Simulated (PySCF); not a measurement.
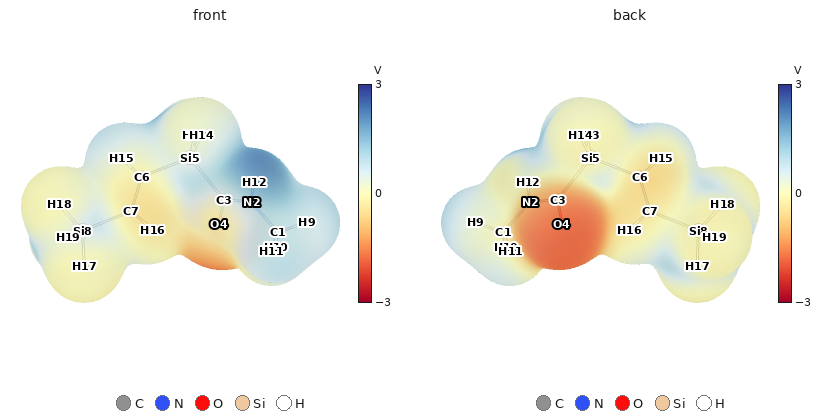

The picture shows: C₄H₁₁NOSi₂ (SMILES CNC(=O)[SiH2]/C=C/[SiH3]). The molecular electrostatic potential painted on the density surface at 0.002 e/bohr³, seen from the front and from behind; red is negative and blue positive.

Geometry: GFN2-xTB.

These are results of PySCF, PBE0/pcSseg-1, SCF density, gas phase, non-relativistic, not measurements.

```xyz
19

C    -3.2152    1.4571    0.1815
N    -2.3945    0.3484    0.6093
C    -1.4173   -0.1924   -0.1511
O    -1.1663    0.2230   -1.2719
Si   -0.3982   -1.6323    0.6030
C     1.4077   -1.1083    0.5840
C     1.9116   -0.1644   -0.2115
Si    3.7160    0.3613   -0.2830
H    -4.2702    1.1758    0.1629
H    -3.0842    2.3151    0.8441
H    -2.8944    1.7248   -0.8242
H    -2.5571   -0.0246    1.5303
H    -0.6225   -2.8341   -0.2042
H    -0.8709   -1.8513    1.9824
H     2.0795   -1.6302    1.2584
H     1.2292    0.3441   -0.8835
H     3.7965    1.8148   -0.1135
H     4.4608   -0.3010    0.7916
H     4.2796   -0.0164   -1.5817
```

> Where is the surface potential most negative and most positive?

The most negative region (about −1.9 V, or −44 kcal/mol for a unit charge) lies over O4, the most positive (about +2.1 V, or +48 kcal/mol for a unit charge) over H12. O4 is the likeliest acceptor of a hydrogen bond.

> What dipole moment does the calculation give?

Its dipole moment is 3.39 D.
